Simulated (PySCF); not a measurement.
C4H11BO2Si2

```xyz
20

Si    2.4487    1.2791    0.4472
C     2.3177   -0.6023    0.1813
Si    0.7499   -1.4190    0.8789
C    -0.7570   -0.5968    0.1272
C    -1.2990   -0.9904   -1.0946
O    -2.2757   -0.4581   -1.6861
B    -2.9868    0.7765   -1.1006
O    -2.3950    1.1075    0.2830
C    -1.4086    0.4722    0.7403
H     2.4271    1.5715    1.8828
H     1.3267    1.9511   -0.2125
H     3.7091    1.7604   -0.1256
H     2.3721   -0.8033   -0.8897
H     3.1918   -1.0830    0.6199
H     0.6819   -1.2590    2.3358
H     0.7137   -2.8467    0.5323
H    -0.8625   -1.8509   -1.6085
H    -4.1325    0.5001   -0.9517
H    -2.7664    1.6988   -1.8202
H    -1.0602    0.8033    1.7219
```

Geometry: GFN2-xTB.

Computed with PBE0/pcSseg-1, SCF density, gas phase, non-relativistic (PySCF 2.14.0).

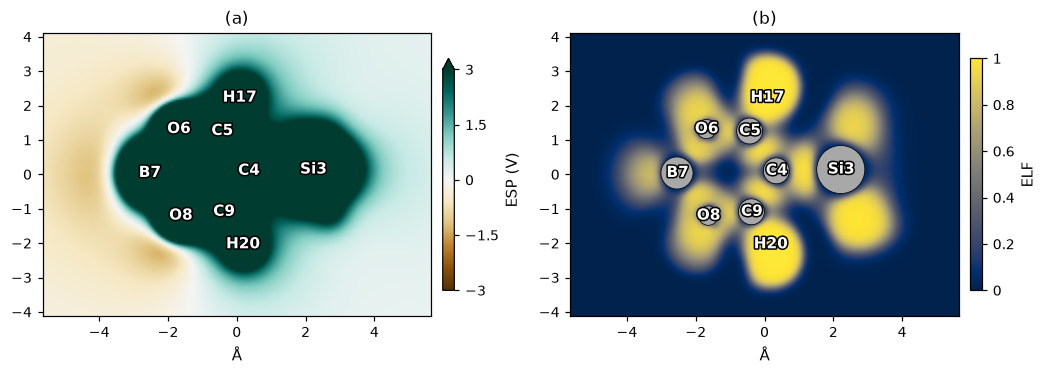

Figure 1. (a) electrostatic potential; (b) electron localisation function on the plane of atoms Si3, C4 and C5. Grey discs cover the atomic cores in the ELF map.

> Read the bonding off the picture.

The plane passes through Si, C, O, B and H nuclei. C–O (1.26 Å): the ELF peaks at about 0.85 between the atoms; a short, strongly polar bond. C–C (1.39 Å): the ELF peaks at about 0.95 between the atoms, as expected for a covalent bond. B–O (1.54 Å): the ELF peaks at about 0.90 between the atoms, as expected for a polar covalent bond. C–Si (1.87 Å): the ELF peaks at about 0.95 between the atoms, as expected for localised, covalent bonding. C–H (1.09 Å): the ELF climbs to about 1 towards the hydrogen, as it does in any bond to H; a covalent bond by its length. The ELF also peaks beside O8 and O6, away from the bonds: lone-pair regions. Outside the dense part of the molecule the potential is most negative (−1.3 V) near O8.

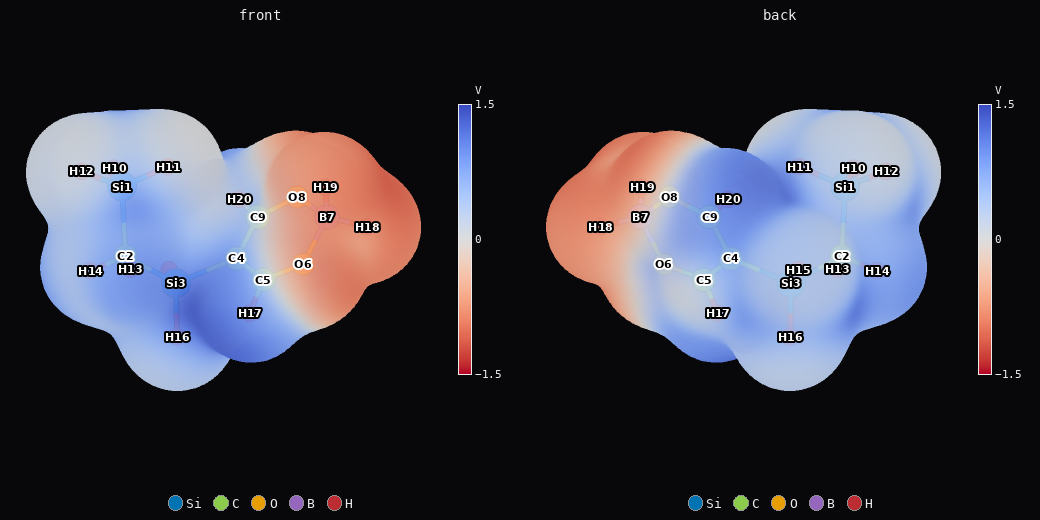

Figure 2. The electrostatic potential painted on the density surface at 0.001 e/bohr³, seen from the front and from behind; the colour scale runs from red (negative) to blue (positive).

> Which sites attract a positive test charge, and which a negative one?

A positive charge is drawn to the negative regions and a negative charge to the positive ones. The most negative region (about −1.1 V) lies over H18 and H19, the most positive (about +1.3 V) over Si3, C5 and H17.

> What dipole moment does the calculation give?

Its dipole moment is 4.50 D.
